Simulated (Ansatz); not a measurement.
The reference is InAs in the zinc blende structure (space group F-43m, No. 216; a = 6.087 Å).

Now apply this change: a fraction x = 0.75 of the In sites is given to Al, ordered in a cell of 8 atoms (starting symmetry Cm) and fully relaxed.

Computed with PBEsol (Ansatz, a first-principles code, PAW, no spin-orbit coupling).

The zone is the changed cell's own and can be folded.

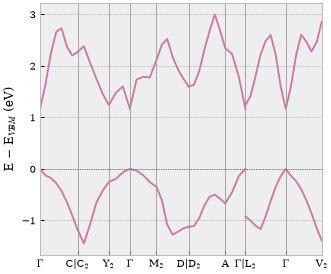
Fig. 1. Highest valence and lowest conduction band along the path of the changed cell's own zone

**Question.** From the figure, how large is the changed gap, and is it direct?

**Answer.** About 1.2 eV, direct at Γ.

Each cell is one ordered arrangement of few atoms, which overstates ordering effects compared with a random alloy. Stability against distortions was not tested. All final runs are without spin polarisation. Labels are those of the standard path for the cell's own space group.
